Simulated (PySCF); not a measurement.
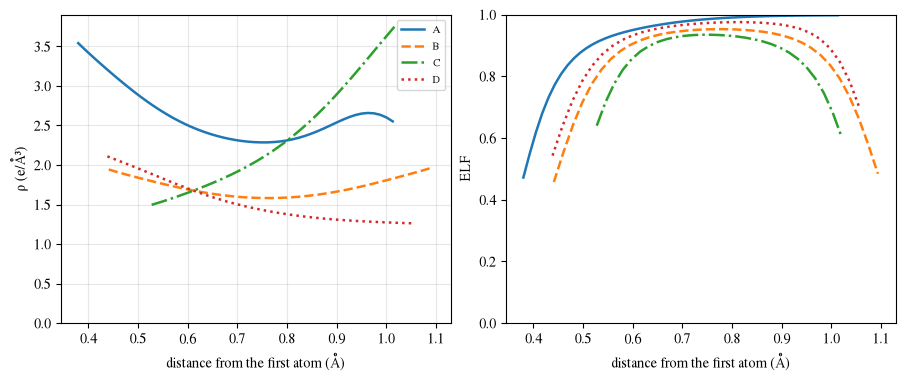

*C₃H₁₁B₂N (SMILES BNBC(C)C). Total electron density and ELF along straight lines between neighbouring atoms. The curves leave out the atomic cores.*

Geometry: GFN2-xTB.

Computed with PySCF 2.14.0, PBE0/pcSseg-1, SCF density, gas phase, non-relativistic.

```yaml
atoms:
  - { symbol: B, position_ang: [3.0961, -0.0258, 0.6076] }
  - { symbol: N, position_ang: [1.8550, -0.1590, -0.0424] }
  - { symbol: B, position_ang: [0.5656, 0.1128, 0.4655] }
  - { symbol: C, position_ang: [-0.7275, -0.1089, -0.4420] }
  - { symbol: C, position_ang: [-1.6826, -1.1208, 0.2065] }
  - { symbol: C, position_ang: [-1.4714, 1.2168, -0.6585] }
  - { symbol: H, position_ang: [4.0806, -0.2955, 0.0316] }
  - { symbol: H, position_ang: [3.1181, 0.3521, 1.7129] }
  - { symbol: H, position_ang: [1.8867, -0.4918, -0.9988] }
  - { symbol: H, position_ang: [0.4672, 0.5053, 1.5631] }
  - { symbol: H, position_ang: [-0.4615, -0.4991, -1.4332] }
  - { symbol: H, position_ang: [-2.5660, -1.2677, -0.4136] }
  - { symbol: H, position_ang: [-1.1921, -2.0829, 0.3395] }
  - { symbol: H, position_ang: [-2.0038, -0.7656, 1.1828] }
  - { symbol: H, position_ang: [-0.8328, 1.9394, -1.1626] }
  - { symbol: H, position_ang: [-2.3635, 1.0640, -1.2649] }
  - { symbol: H, position_ang: [-1.7749, 1.6388, 0.2967] }
```

Which curve belongs to which contact (B–N, C–B, C–C and N–H)? The first atom named is at distance zero.

Answer. Curve A: N–H (1.01 Å): ρ is about 2.9 e/Å³ halfway; the ELF climbs to about 1 towards the hydrogen, as it does in any bond to H: an ordinary covalent bond to hydrogen. Curve B: C–C (1.54 Å): ρ is about 1.6 e/Å³ halfway; the ELF peaks at about 0.95 between the atoms; a covalent bond. Curve C: B–N (1.41 Å): ρ is about 1.9 e/Å³ halfway; the ELF peaks at about 0.95 between the atoms, as expected for a short, strongly polar bond. Curve D: C–B (1.60 Å): ρ at the midpoint is about 1.4 e/Å³; the ELF peaks at about 1 between the atoms (a covalent bond).
